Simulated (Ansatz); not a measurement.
**Single-point calculation, with input and output: C3H7FSi**

- system: C3H7FSi, SMILES C=C[SiH](C)F
- method: RKS PBE0-D4/def2-TZVPP (Ansatz 0.2.0)

The geometry comes from this level: PBE0-D4/def2-TZVP.

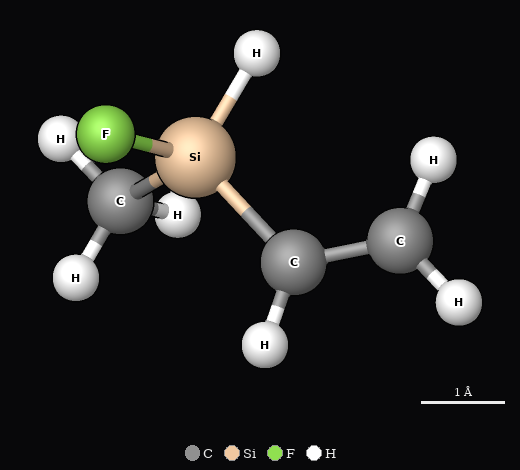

Figure 1. The input geometry (ball-and-stick view, seen at a tilt). Bond lengths as drawn: C–C 1.33 Å, C–H 1.09 Å, C–Si 1.85 to 1.86 Å, F–Si 1.61 Å and H–Si 1.49 Å.

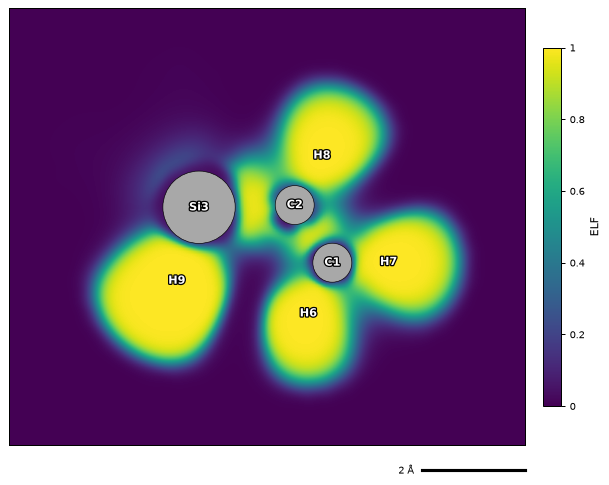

Figure 2. ELF on the plane of atoms H6, C1 and H7. Grey discs, where drawn, cover atomic cores. Atoms in the plane: C, Si and H. C–C (1.33 Å): the ELF peaks at about 0.90 between the atoms (a double or triple bond). Si–H (1.49 Å): the ELF climbs to about 1 towards the hydrogen.

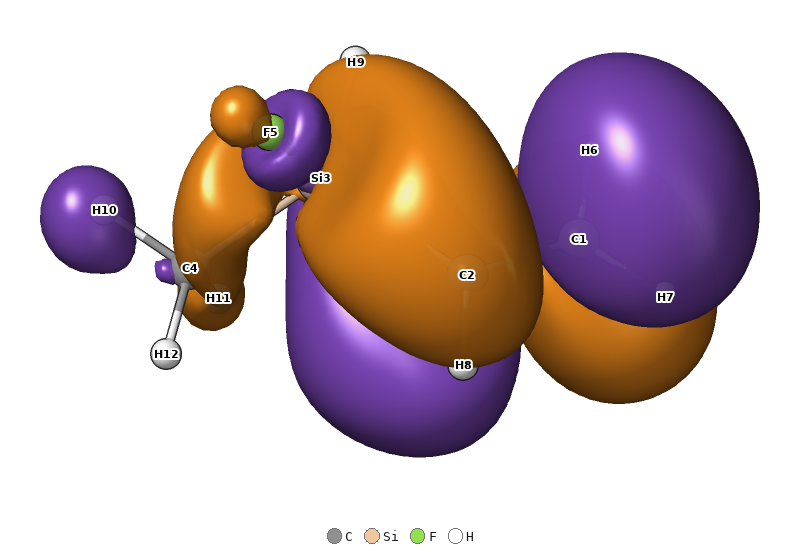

Figure 3. The LUMO at ±0.06 Å⁻³ᐟ² (orange and purple are the two phases), seen at a tilt. It lies mainly on C1 (35 %), C2 (30 %) and Si3 (15 %); π-antibonding (π*) across C1–C2. Its energy is −0.67 eV.

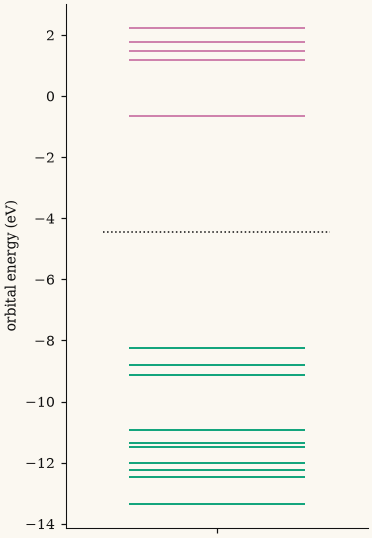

Figure 4. Orbital energies near the frontier; the dotted line parts filled from empty levels, and levels within 0.02 eV of each other stand side by side. Highest filled −8.23 eV, lowest empty −0.67 eV, 7.56 eV apart.

These pictures come from the run below.

## Input file
```yaml
crystal:
  periodic: [false, false, false]
  atoms:
    - {symbol: C, position_ang: [-2.217898, -0.209702, 0.002751]}
    - {symbol: C, position_ang: [-1.089485, 0.229702, -0.549483]}
    - {symbol: Si, position_ang: [0.439080, 0.520431, 0.453821]}
    - {symbol: C, position_ang: [1.889625, -0.466007, -0.150819]}
    - {symbol: F, position_ang: [0.841057, 2.074266, 0.365905]}
    - {symbol: H, position_ang: [-2.295020, -0.389272, 1.072059]}
    - {symbol: H, position_ang: [-3.113423, -0.409332, -0.579395]}
    - {symbol: H, position_ang: [-1.073672, 0.394783, -1.626254]}
    - {symbol: H, position_ang: [0.123779, 0.222672, 1.876020]}
    - {symbol: H, position_ang: [2.783667, -0.245419, 0.437203]}
    - {symbol: H, position_ang: [1.682451, -1.536286, -0.069634]}
    - {symbol: H, position_ang: [2.106940, -0.241034, -1.198073]}
basis:
  gaussian: {orbitals: def2-TZVPP}
hamiltonian: {xc: pbe0, dispersion: d4}
output: {orbitals: {seedname: orbitals}}
```

Run as:
```bash
ansatz run in.yaml --threads 4 --pin off --events-out ev --progress --plain --max-ram 10444MiB
```

## Log
```
Functional definition: PBE0
  name "PBE0"
  cite "Adamo & Barone, J. Chem. Phys. 110, 6158 (1999) doi:10.1063/1.478522"
  cite "Perdew, Burke & Ernzerhof, Phys. Rev. Lett. 77, 3865 (1996) doi:10.1103/PhysRevLett.77.3865"
  parent pbe
  parameter a = 0.25
  parameter kappa = 0.804
  parameter beta = 0.06672455060314922
  exchange = (1 - a)*pbe_x(kappa = kappa, mu = beta*pi^2/3) + a*exact_x
  correlation = pbe_c(beta = beta)
1400 factors; their error is unknown
mean field evaluation 1: about -13804.0113 eV, gradient 6.9e1 eV
mean field evaluation 2: about -13801.5798 eV, gradient 7.5e1 eV
mean field evaluation 4: about -13814.0018 eV, gradient 4.1e0 eV
mean field evaluation 8: about -13814.0289 eV, gradient 7.0e-2 eV
mean field evaluation 16: about -13814.0514 eV, gradient 3.7e-5 eV
mean field -13814.05144039 eV, -507.6570269339 hartree, gradient 3.7e-5 eV, S^2 0.000000; 0 other end points of the search recorded, 0 dependent functions left out
reference -13814.05147262 eV, -507.6570281183 hartree; 24, 24 occupied and 240, 240 virtual orbitals, 1400 factors
Total energy: -13814.24814379 eV, -507.6642556507 hartree
```

## Key numbers

```json
{"quantity": "outcome", "value": "converged"}
{"quantity": "total energy", "value": "−13814.2481 eV"}
{"quantity": "mean-field energy", "value": "−13814.0515 eV"}
{"quantity": "dispersion energy", "value": "−0.1967 eV"}
{"quantity": "SCF solution under orbital rotations", "value": "stable"}
{"quantity": "HOMO", "value": "−8.23 eV"}
{"quantity": "LUMO", "value": "−0.67 eV"}
{"quantity": "hardware", "value": "4 threads of Intel Xeon @ 2.50GHz, 15 GiB of memory available, shared host"}
{"quantity": "wall time", "value": "3.2 s (CPU time 11 s)"}
{"quantity": "peak memory", "value": "0.64 GiB"}
```
